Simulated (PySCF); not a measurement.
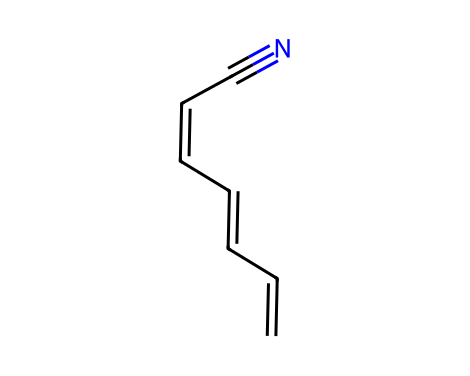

Simulated data, not a measurement (program: PySCF).

A structural formula.

### Give its SMILES.

C=C/C=C/C=C\C#N

### What is the molecular formula?

C7H7N.

### An optimisation with PBE0-D3(BJ)/def2-SVP gave a structure of which point group?

Cs. Other conformers may differ.
